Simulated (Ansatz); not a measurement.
# BAs+ (quartet): wB97M-V, B2PLYP over a scan of the distance B1–As2, cc-pVDZ, part 2 of 2

Ansatz 0.2.0, Gaussian basis; cc-pVDZ, all electrons in the functionals, frozen cores in the correlation of double hybrids and RPA. The steps go on from the part before.

## (13) B2PLYP, 1.586 Å

Contents of in.yaml:

```yaml
crystal:
  periodic: [false, false, false]
  atoms:
    - {symbol: B, position_ang: [0.000000, 0.000000, 0.000000]}
    - {symbol: As, position_ang: [0.000000, 0.000000, 1.586000]}
basis:
  gaussian: {orbitals: cc-pVDZ}
total_charge: 1
magnetization: {spin_polarized: true, initial_magnetization: 3}
hamiltonian: {xc: {name: B2PLYP}}
correlation: {electrons: outside_noble_gas}
```

The run is started by

```console
ansatz run in.yaml --threads 1 --pin off --events-out ev --progress --plain --max-ram 2393MiB
```

Log (excerpt; [...] marks lines left out):

```text
Functional definition: B2PLYP
  name "B2PLYP"
  cite "Grimme, J. Chem. Phys. 124, 034108 (2006) doi:10.1063/1.2148954"
  cite "Becke, Phys. Rev. A 38, 3098 (1988) doi:10.1103/PhysRevA.38.3098"
  cite "Lee, Yang & Parr, Phys. Rev. B 37, 785 (1988) doi:10.1103/PhysRevB.37.785"
[...]
462 factors; integrals over basis functions are off by at most 1.3e-3 eV
[...]
mean field -61488.51305124 eV, -2259.6611762218 hartree, gradient 5.4e-6 eV, S^2 3.752301; 0 other end points of the search recorded, 0 dependent functions left out
15 core orbitals not correlated: weight in the atoms' cores, before any rotation towards them, 0.999 or more for the frozen orbitals, at most 0.001 for the correlated occupied ones
reference -61488.51316700 eV, -2259.6611804760 hartree; 5, 2 occupied and 21, 24 virtual orbitals, 462 factors
second order -3.27050635 eV of doubles, -0.00000000 eV of singles
Total energy: -61489.39620371 eV, -2259.6936314767 hartree
```

Wall time 1.4 s (1 thread of Arm Neoverse V1, shared host).

From the report: ⟨S²⟩ of the determinant 3.752 (pure quartet: 3.75).

## (14) B2PLYP, 1.730 Å

in.yaml: that of step 13 with these lines changed.

```diff
@@ -4,3 +4,3 @@
     - {symbol: B, position_ang: [0.000000, 0.000000, 0.000000]}
-    - {symbol: As, position_ang: [0.000000, 0.000000, 1.586000]}
+    - {symbol: As, position_ang: [0.000000, 0.000000, 1.730000]}
 basis:
```

Same command.

Log (excerpt; [...] marks lines left out):

```text
Functional definition: B2PLYP
  name "B2PLYP"
  cite "Grimme, J. Chem. Phys. 124, 034108 (2006) doi:10.1063/1.2148954"
  cite "Becke, Phys. Rev. A 38, 3098 (1988) doi:10.1103/PhysRevA.38.3098"
  cite "Lee, Yang & Parr, Phys. Rev. B 37, 785 (1988) doi:10.1103/PhysRevB.37.785"
[...]
462 factors; integrals over basis functions are off by at most 1.2e-3 eV
[...]
mean field -61490.06789548 eV, -2259.7183156939 hartree, gradient 1.1e-6 eV, S^2 3.752483; 0 other end points of the search recorded, 0 dependent functions left out
15 core orbitals not correlated: weight in the atoms' cores, before any rotation towards them, 0.999 or more for the frozen orbitals, at most 0.000 for the correlated occupied ones
reference -61490.06801203 eV, -2259.7183199769 hartree; 5, 2 occupied and 21, 24 virtual orbitals, 462 factors
second order -3.45269080 eV of doubles, -0.00000000 eV of singles
Total energy: -61491.00023854 eV, -2259.7525786694 hartree
```

Run time: 1.3 s. Hardware: 1 thread of Arm Neoverse V1, shared host.

From the report: ⟨S²⟩ of the determinant 3.752 (pure quartet: 3.75).

## (15) B2PLYP, 1.968 Å

in.yaml: that of step 14 with these lines changed.

```diff
@@ -4,3 +4,3 @@
     - {symbol: B, position_ang: [0.000000, 0.000000, 0.000000]}
-    - {symbol: As, position_ang: [0.000000, 0.000000, 1.730000]}
+    - {symbol: As, position_ang: [0.000000, 0.000000, 1.967500]}
 basis:
```

The command is unchanged.

Log (excerpt; [...] marks lines left out):

```text
Functional definition: B2PLYP
  name "B2PLYP"
  cite "Grimme, J. Chem. Phys. 124, 034108 (2006) doi:10.1063/1.2148954"
  cite "Becke, Phys. Rev. A 38, 3098 (1988) doi:10.1103/PhysRevA.38.3098"
  cite "Lee, Yang & Parr, Phys. Rev. B 37, 785 (1988) doi:10.1103/PhysRevB.37.785"
[...]
462 factors; integrals over basis functions are off by at most 9.0e-4 eV
[...]
mean field -61490.74240479 eV, -2259.7431034537 hartree, gradient 3.6e-6 eV, S^2 3.755084; 0 other end points of the search recorded, 0 dependent functions left out
15 core orbitals not correlated: weight in the atoms' cores, before any rotation towards them, 1.000 or more for the frozen orbitals, at most 0.000 for the correlated occupied ones
reference -61490.74252044 eV, -2259.7431077040 hartree; 5, 2 occupied and 21, 24 virtual orbitals, 462 factors
second order -3.70640075 eV of doubles, -0.00000000 eV of singles
Total energy: -61491.74324865 eV, -2259.7798837872 hartree
```

It took 1.4 s on 1 thread of Arm Neoverse V1, shared host.

From the report: ⟨S²⟩ of the determinant 3.755 (pure quartet: 3.75).

## (16) B2PLYP, 2.127 Å

in.yaml: that of step 15 with these lines changed.

```diff
@@ -4,3 +4,3 @@
     - {symbol: B, position_ang: [0.000000, 0.000000, 0.000000]}
-    - {symbol: As, position_ang: [0.000000, 0.000000, 1.967500]}
+    - {symbol: As, position_ang: [0.000000, 0.000000, 2.127000]}
 basis:
```

The command is unchanged.

Log (excerpt; [...] marks lines left out):

```text
Functional definition: B2PLYP
  name "B2PLYP"
  cite "Grimme, J. Chem. Phys. 124, 034108 (2006) doi:10.1063/1.2148954"
  cite "Becke, Phys. Rev. A 38, 3098 (1988) doi:10.1103/PhysRevA.38.3098"
  cite "Lee, Yang & Parr, Phys. Rev. B 37, 785 (1988) doi:10.1103/PhysRevB.37.785"
[...]
464 factors; integrals over basis functions are off by at most 9.6e-4 eV
[...]
mean field -61490.64775726 eV, -2259.7396252213 hartree, gradient 2.1e-6 eV, S^2 3.760799; 0 other end points of the search recorded, 0 dependent functions left out
15 core orbitals not correlated: weight in the atoms' cores, before any rotation towards them, 1.000 or more for the frozen orbitals, at most 0.000 for the correlated occupied ones
reference -61490.64787137 eV, -2259.7396294148 hartree; 5, 2 occupied and 21, 24 virtual orbitals, 464 factors
second order -3.73062894 eV of doubles, -0.00000000 eV of singles
Total energy: -61491.65514119 eV, -2259.7766458977 hartree
```

Wall time 1.4 s (1 thread of Arm Neoverse V1, shared host).

From the report: ⟨S²⟩ of the determinant 3.761 (pure quartet: 3.75).

From 1.968 Å: +8.5 kJ/mol.

## (17) B2PLYP, 2.346 Å

in.yaml: that of step 16 with these lines changed.

```diff
@@ -4,3 +4,3 @@
     - {symbol: B, position_ang: [0.000000, 0.000000, 0.000000]}
-    - {symbol: As, position_ang: [0.000000, 0.000000, 2.127000]}
+    - {symbol: As, position_ang: [0.000000, 0.000000, 2.346000]}
 basis:
```

The command is unchanged.

Log (excerpt; [...] marks lines left out):

```text
Functional definition: B2PLYP
  name "B2PLYP"
  cite "Grimme, J. Chem. Phys. 124, 034108 (2006) doi:10.1063/1.2148954"
  cite "Becke, Phys. Rev. A 38, 3098 (1988) doi:10.1103/PhysRevA.38.3098"
  cite "Lee, Yang & Parr, Phys. Rev. B 37, 785 (1988) doi:10.1103/PhysRevB.37.785"
[...]
462 factors; integrals over basis functions are off by at most 1.4e-3 eV
[...]
mean field -61490.35689892 eV, -2259.7289363744 hartree, gradient 5.6e-6 eV, S^2 3.771834; 0 other end points of the search recorded, 0 dependent functions left out
15 core orbitals not correlated: weight in the atoms' cores, before any rotation towards them, 1.000 or more for the frozen orbitals, at most 0.000 for the correlated occupied ones
reference -61490.35701218 eV, -2259.7289405365 hartree; 5, 2 occupied and 21, 24 virtual orbitals, 462 factors
second order -3.58061763 eV of doubles, -0.00000000 eV of singles
Total energy: -61491.32377894 eV, -2259.7644685596 hartree
```

Wall time 1.4 s (1 thread of Arm Neoverse V1, shared host).

From the report: ⟨S²⟩ of the determinant 3.772 (pure quartet: 3.75).

From 1.968 Å: +40.5 kJ/mol.

## (18) B2PLYP, 2.671 Å

in.yaml: that of step 17 with these lines changed.

```diff
@@ -4,3 +4,3 @@
     - {symbol: B, position_ang: [0.000000, 0.000000, 0.000000]}
-    - {symbol: As, position_ang: [0.000000, 0.000000, 2.346000]}
+    - {symbol: As, position_ang: [0.000000, 0.000000, 2.671000]}
 basis:
```

The command is unchanged.

Log (excerpt; [...] marks lines left out):

```text
Functional definition: B2PLYP
  name "B2PLYP"
  cite "Grimme, J. Chem. Phys. 124, 034108 (2006) doi:10.1063/1.2148954"
  cite "Becke, Phys. Rev. A 38, 3098 (1988) doi:10.1103/PhysRevA.38.3098"
  cite "Lee, Yang & Parr, Phys. Rev. B 37, 785 (1988) doi:10.1103/PhysRevB.37.785"
[...]
462 factors; integrals over basis functions are off by at most 1.2e-3 eV
[...]
mean field -61489.93725649 eV, -2259.7135147997 hartree, gradient 9.3e-7 eV, S^2 3.780249; 0 other end points of the search recorded, 0 dependent functions left out
15 core orbitals not correlated: weight in the atoms' cores, before any rotation towards them, 1.000 or more for the frozen orbitals, at most 0.000 for the correlated occupied ones
reference -61489.93737251 eV, -2259.7135190632 hartree; 5, 2 occupied and 21, 24 virtual orbitals, 462 factors
second order -3.35621586 eV of doubles, -0.00000000 eV of singles
Total energy: -61490.84355079 eV, -2259.7468205008 hartree
```

Wall time 1.4 s (1 thread of Arm Neoverse V1, shared host).

From the report: ⟨S²⟩ of the determinant 3.780 (pure quartet: 3.75).

From 1.968 Å: +86.8 kJ/mol.

## (19) B2PLYP, 3.171 Å

in.yaml: that of step 18 with these lines changed.

```diff
@@ -4,3 +4,3 @@
     - {symbol: B, position_ang: [0.000000, 0.000000, 0.000000]}
-    - {symbol: As, position_ang: [0.000000, 0.000000, 2.671000]}
+    - {symbol: As, position_ang: [0.000000, 0.000000, 3.171000]}
 basis:
```

Launched as before.

Log (excerpt; [...] marks lines left out):

```text
Functional definition: B2PLYP
  name "B2PLYP"
  cite "Grimme, J. Chem. Phys. 124, 034108 (2006) doi:10.1063/1.2148954"
  cite "Becke, Phys. Rev. A 38, 3098 (1988) doi:10.1103/PhysRevA.38.3098"
  cite "Lee, Yang & Parr, Phys. Rev. B 37, 785 (1988) doi:10.1103/PhysRevB.37.785"
[...]
462 factors; integrals over basis functions are off by at most 8.9e-4 eV
[...]
mean field -61489.44550616 eV, -2259.6954433083 hartree, gradient 6.1e-6 eV, S^2 3.773700; 2 other end points of the search recorded, 0 dependent functions left out
15 core orbitals not correlated: weight in the atoms' cores, before any rotation towards them, 1.000 or more for the frozen orbitals, at most 0.000 for the correlated occupied ones
reference -61489.44562839 eV, -2259.6954478000 hartree; 5, 2 occupied and 21, 24 virtual orbitals, 462 factors
second order -3.22467757 eV of doubles, -0.00000000 eV of singles
Total energy: -61490.31629133 eV, -2259.7274440730 hartree
```

Run time: 1.9 s. Hardware: 1 thread of Arm Neoverse V1, shared host.

From the report: ⟨S²⟩ of the determinant 3.774 (pure quartet: 3.75).

From 1.968 Å: +137.7 kJ/mol.

## (20) B2PLYP, 3.651 Å

in.yaml: that of step 19 with these lines changed.

```diff
@@ -4,3 +4,3 @@
     - {symbol: B, position_ang: [0.000000, 0.000000, 0.000000]}
-    - {symbol: As, position_ang: [0.000000, 0.000000, 3.171000]}
+    - {symbol: As, position_ang: [0.000000, 0.000000, 3.651000]}
 basis:
```

Same command.

Log (excerpt; [...] marks lines left out):

```text
Functional definition: B2PLYP
  name "B2PLYP"
  cite "Grimme, J. Chem. Phys. 124, 034108 (2006) doi:10.1063/1.2148954"
  cite "Becke, Phys. Rev. A 38, 3098 (1988) doi:10.1103/PhysRevA.38.3098"
  cite "Lee, Yang & Parr, Phys. Rev. B 37, 785 (1988) doi:10.1103/PhysRevB.37.785"
[...]
462 factors; integrals over basis functions are off by at most 2.3e-4 eV
[...]
mean field -61489.11923224 eV, -2259.6834529628 hartree, gradient 1.5e-6 eV, S^2 3.763439; 4 other end points of the search recorded, 0 dependent functions left out
15 core orbitals not correlated: weight in the atoms' cores, before any rotation towards them, 1.000 or more for the frozen orbitals, at most 0.000 for the correlated occupied ones
reference -61489.11936134 eV, -2259.6834577074 hartree; 5, 2 occupied and 21, 24 virtual orbitals, 462 factors
second order -3.19939792 eV of doubles, -0.00000000 eV of singles
Total energy: -61489.98319878 eV, -2259.7152031477 hartree
```

Run time: 2 s. Hardware: 1 thread of Arm Neoverse V1, shared host.

From the report: ⟨S²⟩ of the determinant 3.763 (pure quartet: 3.75).

From 1.968 Å: +169.8 kJ/mol.

## (21) B2PLYP, 4.256 Å

in.yaml: that of step 20 with these lines changed.

```diff
@@ -4,3 +4,3 @@
     - {symbol: B, position_ang: [0.000000, 0.000000, 0.000000]}
-    - {symbol: As, position_ang: [0.000000, 0.000000, 3.651000]}
+    - {symbol: As, position_ang: [0.000000, 0.000000, 4.256000]}
 basis:
```

Same command.

Log (excerpt; [...] marks lines left out):

```text
Functional definition: B2PLYP
  name "B2PLYP"
  cite "Grimme, J. Chem. Phys. 124, 034108 (2006) doi:10.1063/1.2148954"
  cite "Becke, Phys. Rev. A 38, 3098 (1988) doi:10.1103/PhysRevA.38.3098"
  cite "Lee, Yang & Parr, Phys. Rev. B 37, 785 (1988) doi:10.1103/PhysRevB.37.785"
[...]
462 factors; integrals over basis functions are off by at most 2.6e-4 eV
[...]
mean field -61488.85448720 eV, -2259.6737237621 hartree, gradient 2.4e-6 eV, S^2 3.755748; 8 other end points of the search recorded, 0 dependent functions left out
15 core orbitals not correlated: weight in the atoms' cores, before any rotation towards them, 1.000 or more for the frozen orbitals, at most 0.000 for the correlated occupied ones
reference -61488.85462062 eV, -2259.6737286651 hartree; 5, 2 occupied and 21, 24 virtual orbitals, 462 factors
second order -3.19904049 eV of doubles, -0.00000000 eV of singles
Total energy: -61489.71836155 eV, -2259.7054705589 hartree
```

Run time: 4.1 s. Hardware: 1 thread of Arm Neoverse V1, shared host.

From the report: ⟨S²⟩ of the determinant 3.756 (pure quartet: 3.75).

From 1.968 Å: +195.4 kJ/mol.

## (22) B2PLYP, 5.234 Å

in.yaml: that of step 21 with these lines changed.

```diff
@@ -4,3 +4,3 @@
     - {symbol: B, position_ang: [0.000000, 0.000000, 0.000000]}
-    - {symbol: As, position_ang: [0.000000, 0.000000, 4.256000]}
+    - {symbol: As, position_ang: [0.000000, 0.000000, 5.234000]}
 basis:
```

Same command.

Log (excerpt; [...] marks lines left out):

```text
Functional definition: B2PLYP
  name "B2PLYP"
  cite "Grimme, J. Chem. Phys. 124, 034108 (2006) doi:10.1063/1.2148954"
  cite "Becke, Phys. Rev. A 38, 3098 (1988) doi:10.1103/PhysRevA.38.3098"
  cite "Lee, Yang & Parr, Phys. Rev. B 37, 785 (1988) doi:10.1103/PhysRevB.37.785"
[...]
462 factors; integrals over basis functions are off by at most 3.3e-4 eV
[...]
mean field -61488.66391713 eV, -2259.6667204413 hartree, gradient 2.7e-6 eV, S^2 3.751976; 8 other end points of the search recorded, 0 dependent functions left out
15 core orbitals not correlated: weight in the atoms' cores, before any rotation towards them, 1.000 or more for the frozen orbitals, at most 0.000 for the correlated occupied ones
reference -61488.66406127 eV, -2259.6667257382 hartree; 5, 2 occupied and 21, 24 virtual orbitals, 462 factors
second order -3.21036421 eV of doubles, -0.00000000 eV of singles
Total energy: -61489.53085961 eV, -2259.6985799896 hartree
```

Wall time 7 s (1 thread of Arm Neoverse V1, shared host).

From the report: ⟨S²⟩ of the determinant 3.752 (pure quartet: 3.75).

From 1.968 Å: +213.5 kJ/mol.

## (23) B2PLYP, 6.679 Å

in.yaml: that of step 22 with these lines changed.

```diff
@@ -4,3 +4,3 @@
     - {symbol: B, position_ang: [0.000000, 0.000000, 0.000000]}
-    - {symbol: As, position_ang: [0.000000, 0.000000, 5.234000]}
+    - {symbol: As, position_ang: [0.000000, 0.000000, 6.679000]}
 basis:
```

Same command.

Log (excerpt; [...] marks lines left out):

```text
Functional definition: B2PLYP
  name "B2PLYP"
  cite "Grimme, J. Chem. Phys. 124, 034108 (2006) doi:10.1063/1.2148954"
  cite "Becke, Phys. Rev. A 38, 3098 (1988) doi:10.1103/PhysRevA.38.3098"
  cite "Lee, Yang & Parr, Phys. Rev. B 37, 785 (1988) doi:10.1103/PhysRevB.37.785"
[...]
462 factors; integrals over basis functions are off by at most 4.0e-5 eV
[...]
mean field -61488.62447509 eV, -2259.6652709731 hartree, gradient 8.8e-6 eV, S^2 3.751209; 8 other end points of the search recorded, 0 dependent functions left out
15 core orbitals not correlated: weight in the atoms' cores, before any rotation towards them, 1.000 or more for the frozen orbitals, at most 0.000 for the correlated occupied ones
reference -61488.62463123 eV, -2259.6652767110 hartree; 5, 2 occupied and 21, 24 virtual orbitals, 462 factors
second order -3.22483425 eV of doubles, -0.00000000 eV of singles
Total energy: -61489.49533648 eV, -2259.6972745387 hartree
```

It took 9 s on 1 thread of Arm Neoverse V1, shared host.

From the report: ⟨S²⟩ of the determinant 3.751 (pure quartet: 3.75).

From 1.968 Å: +216.9 kJ/mol.

## (24) The comparison

The yardstick is full CI for this spin, exact in this basis with these frozen cores. It comes from earlier runs at the same points. Energies in kJ/mol, counted from 1.968 Å; blanks weren't run or aren't comparable.

| level | 1.586 Å | 1.730 Å | 1.968 Å | 2.127 Å | 2.346 Å | 2.671 Å | 3.171 Å | 3.651 Å | 4.256 Å | 5.234 Å | 6.679 Å |
| --- | --- | --- | --- | --- | --- | --- | --- | --- | --- | --- | --- |
| FCI | 247.7 | 84.0 | 0.0 | 0.4 | 22.6 | 60.7 | 107.6 | 138.3 | 160.4 | 172.3 | 175.0 |
| wB97M-V | 212.3 | 63.7 | 0.0 | 10.4 | 39.8 | 80.4 | 127.4 | 160.3 | 189.0 | 211.2 | 219.7 |
| B2PLYP | 226.5 | 71.7 | 0.0 | 8.5 | 40.5 | 86.8 | 137.7 | 169.8 | 195.4 | 213.5 | 216.9 |

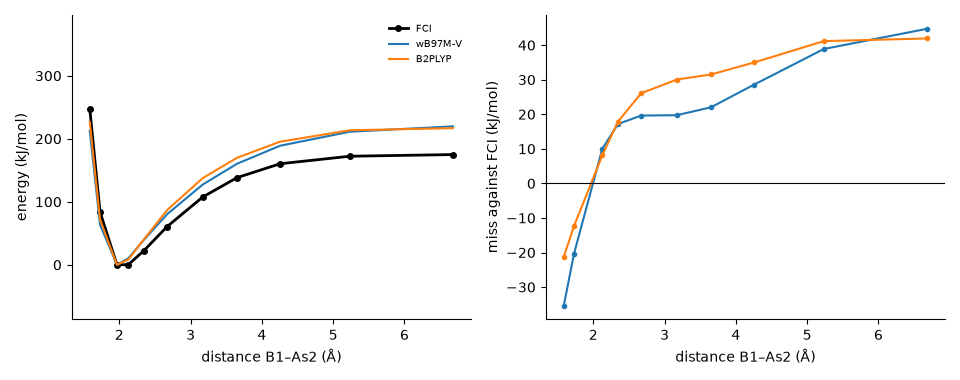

Left: the curves (the axis may cut off levels that run far away). Right: misses against FCI, in the same colours.

Largest miss and mean time a point (FCI took 2.7 min a point; shared hosts):

```
  level  largest miss (kJ/mol)    where  time a point
wB97M-V                  +44.7  6.679 Å         5.6 s
 B2PLYP                  +41.9  6.679 Å         2.9 s
```

## (25) What came out

The summary covers parts 1 to 2.

| quantity | value |
| --- | --- |
| span of the FCI curve | 247.7 kJ/mol |
| largest miss, wB97M-V | +44.7 kJ/mol (6.679 Å) |
| largest miss, B2PLYP | +41.9 kJ/mol (6.679 Å) |

What this shows: Of the functionals, B2PLYP keep the smallest largest miss at the points compared (at most 41.9 kJ/mol) and wB97M-V strays most (44.7 kJ/mol, at 6.679 Å). Functionals and the yardstick converge differently with the basis, so part of each miss in cc-pVDZ is the basis.
